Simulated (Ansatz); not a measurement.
**What a change does: single-point calculation on Si₂N₂H₆**

System: Si₂N₂H₆ (cyclo-(H2SiNH)2).
Method of run 1: RKS r2SCAN-D4/def2-TZVP (Ansatz 0.2.0).

The geometry comes from this level: PBE-D4/def2-SVP. Text and figures count atoms from 1; the logs count them from 0 in places.

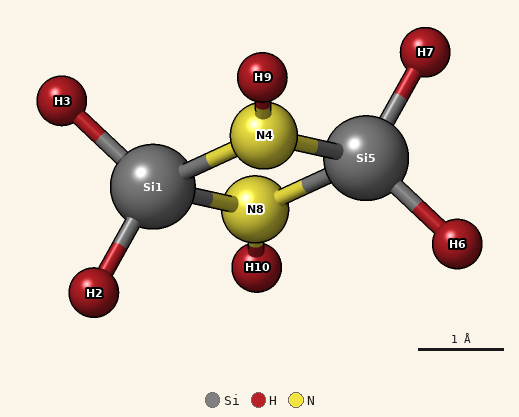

Fig. 1: The structure as given in the input (ball-and-stick view, seen at an oblique angle; atoms are numbered from 1 in the order of the input). Bond lengths as drawn: H–N 1.02 Å, H–Si 1.51 Å and N–Si 1.76 Å.

## Input file, run 1
```yaml
crystal:
  periodic: [false, false, false]
  atoms:
    - {symbol: Si, position_ang: [0.911059, 0.891651, -0.088031]}
    - {symbol: H, position_ang: [0.760421, 2.276362, -0.671049]}
    - {symbol: H, position_ang: [2.343665, 0.761806, 0.371111]}
    - {symbol: N, position_ang: [-0.287601, 0.403348, 1.109155]}
    - {symbol: Si, position_ang: [-0.910940, -0.891751, 0.088058]}
    - {symbol: H, position_ang: [-2.343553, -0.761853, -0.371042]}
    - {symbol: H, position_ang: [-0.760363, -2.276465, 0.671091]}
    - {symbol: N, position_ang: [0.287568, -0.403302, -1.109207]}
    - {symbol: H, position_ang: [-0.265199, 0.480738, 2.125000]}
    - {symbol: H, position_ang: [0.264952, -0.480534, -2.125085]}
basis:
  gaussian: {orbitals: def2-TZVP, initial_orbitals: start.molden}
hamiltonian: {xc: r2scan, dispersion: d4}
scf: {omitted_lower_state_checks: [starts]}
output: {orbitals: {seedname: orbitals}}
```

Launched with:
```bash
ansatz run in.yaml --threads 2 --pin off --events-out ev --progress --plain --max-ram 4352MiB
```

Hardware: 2 threads of Arm Neoverse V2, 23 GiB of memory available, shared host.

## Output (run 1)
```
Functional definition: r2SCAN
  parameter k0 = 0.174
  parameter k1 = 0.065
  parameter a1 = 4.9479
  exchange = r2scan_x(k0 = k0, k1 = k1, a1 = a1)
  correlation = r2scan_c
these checks for a lower state are left out or cut short: starts
1078 factors; their error is unknown
mean field evaluation 1: about -18833.8673 eV, gradient 6.7e0 eV
mean field evaluation 2: about -18833.8993 eV, gradient 4.1e-2 eV
mean field evaluation 4: about -18833.8819 eV, gradient 6.8e-5 eV
mean field -18833.88189591 eV, -692.1323936109 hartree, gradient 1.4e-5 eV, S^2 0.000000; 0 other end points of the search recorded, 0 dependent functions left out
reference -18833.88190931 eV, -692.1323941033 hartree; 24, 24 occupied and 148, 148 virtual orbitals, 1078 factors
Total energy: -18833.93699295 eV, -692.1344183899 hartree
Checks for a lower state left out: starts
```

Run 2 used a changed input.

## The two runs side by side

| quantity | run 1 | run 2 |
| --- | --- | --- |
| outcome | converged | converged |
| total energy (hartree) | −692.134418 | −691.954662 |
| HOMO (eV) | −6.29 | −2.01 |
| LUMO (eV) | −0.86 | −6.49 |
| basis functions | 172 | 172 |
| ⟨S²⟩ | – | 2.009 |
| wall time (shared host) | 4.4 s | 12 s |

Which change of the input explains these differences?

The change (lines with − go, lines with + come):
```diff
+magnetization: {spin_polarized: true, initial_magnetization: 2}
```

With the same method and basis, run 2 lies 112.8 kcal/mol higher. The HOMO goes from −6.29 to −2.01 eV. The LUMO goes from −0.86 to −6.49 eV. On the same kind of shared host run 2 took about 2.7 times as long.

## Output (run 2)
```
Functional definition: r2SCAN
  parameter k0 = 0.174
  parameter k1 = 0.065
  parameter a1 = 4.9479
  exchange = r2scan_x(k0 = k0, k1 = k1, a1 = a1)
  correlation = r2scan_c
these checks for a lower state are left out or cut short: starts
1078 factors; their error is unknown
mean field evaluation 1: about -18828.9605 eV, gradient 4.9e0 eV
mean field evaluation 2: about -18829.0089 eV, gradient 7.8e-2 eV
mean field evaluation 4: about -18828.9905 eV, gradient 5.1e-4 eV
mean field evaluation 8: about -18828.9905 eV, gradient 2.1e-5 eV
mean field -18828.99046421 eV, -691.9526368115 hartree, gradient 2.5e-5 eV, S^2 2.009425; 0 other end points of the search recorded, 0 dependent functions left out
reference -18828.99048324 eV, -691.9526375110 hartree; 25, 23 occupied and 147, 149 virtual orbitals, 1078 factors
Total energy: -18829.04556689 eV, -691.9546617976 hartree
Checks for a lower state left out: starts
```
